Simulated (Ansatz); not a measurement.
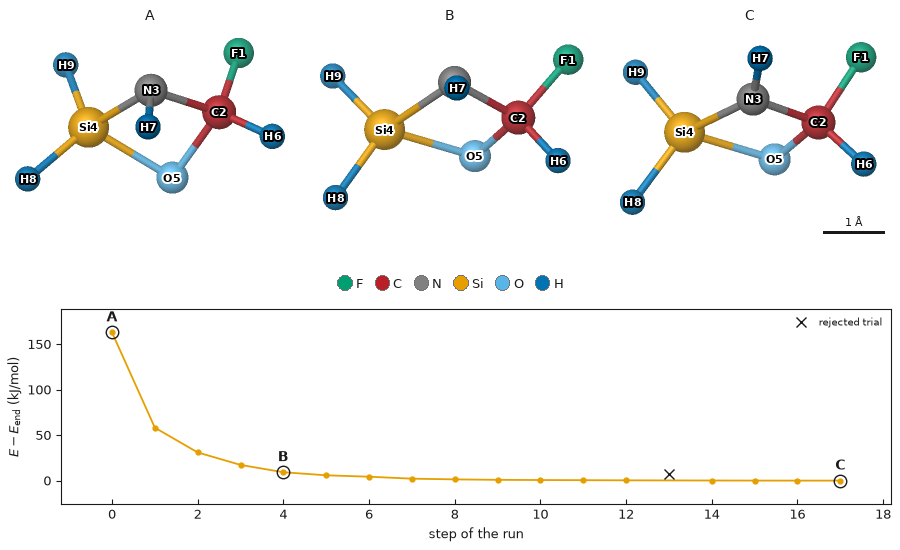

Frames of a relaxation of CH₄FNOSi, marked on the history of the run. Style: ball-and-stick. Shown from a free direction.

The run prepares an end point of a later path (hydrogen shift) calculation, from a guessed geometry.

These are results of RKS B3LYP-D4/def2-SVP (Ansatz 0.2.0), not measurements.

Input
```yaml
crystal:
  periodic: [false, false, false]
  atoms:
    - { symbol: F, position_ang: [-0.5605, 1.7835, 0.6023] }
    - { symbol: C, position_ang: [0.0907, 1.0499, -0.2611] }
    - { symbol: "N", position_ang: [0.8213, -0.0075, 0.4063] }
    - { symbol: Si, position_ang: [-0.4038, -1.0206, 0.2392] }
    - { symbol: O, position_ang: [-0.7234, 0.0657, -0.9813] }
    - { symbol: H, position_ang: [0.6906, 1.6651, -0.9632] }
    - { symbol: H, position_ang: [1.5917, -0.3706, -0.1988] }
    - { symbol: H, position_ang: [0.0078, -2.3282, -0.2654] }
    - { symbol: H, position_ang: [-1.4258, -0.8836, 1.4049] }
basis:
  gaussian: { orbitals: def2-SVP }
hamiltonian:
  xc: b3lyp
  dispersion: d4
relax:
  f_tol: 0.02
  max_steps: 50
```

Launched with:
```bash
ansatz run input.yaml --threads 2 --pin off --max-ram 3072MiB --backend cpu --events-out ev --progress --plain --runs-dir out
```

Q: Describe the path.

A: Over 16 accepted moves (17 points after the start) the energy falls by 162.9 kJ/mol. Largest force component: 7.4 eV/Å at the start, 0.011 eV/Å at the end. The line search rejected the trial step at point 13 of the run. H7 moves most after the best rigid fit: 1.15 Å. Largest moves by element: H 1.15 Å, F 0.54 Å, O 0.48 Å, C 0.18 Å, N 0.17 Å, Si 0.12 Å. Some distances before and after: N3–Si4 1.598 → 1.737 Å, F1–C2 1.307 → 1.375 Å, Si4–H9 1.556 → 1.489 Å, C2–O5 1.466 → 1.408 Å. Among the angles between lasting bonds that change: Si4–N3–H7 106.5° → 142.4°, H8–Si4–H9 121.5° → 109.0°, C2–N3–H7 111.0° → 122.4°. From step 0 to 4: H7 moves most (0.68 Å), energy −153.7 kJ/mol. From step 4 to 17: H7 moves most (0.50 Å), energy −9.21 kJ/mol.

| step | E − E(0), kJ/mol | largest force component, eV/Å | note |
| --- | --- | --- | --- |
| 0 | 0.00 | 7.3737 |  |
| 1 | -104.67 | 2.7479 |  |
| 2 | -131.90 | 0.9480 |  |
| 3 | -145.61 | 1.1129 |  |
| 4 | -153.67 | 0.9641 |  |
| 5 | -157.03 | 0.6287 |  |
| 6 | -158.59 | 0.5173 |  |
| 7 | -160.74 | 0.1711 |  |
| 8 | -161.52 | 0.3228 |  |
| 9 | -162.03 | 0.4120 |  |
| 10 | -162.24 | 0.2424 |  |
| 11 | -162.40 | 0.0896 |  |
| 12 | -162.56 | 0.0758 |  |
| 13 | -156.00 | 1.9775 | rejected |
| 14 | -162.77 | 0.1352 |  |
| 15 | -162.84 | 0.0551 |  |
| 16 | -162.88 | 0.0264 |  |
| 17 | -162.89 | 0.0113 |  |
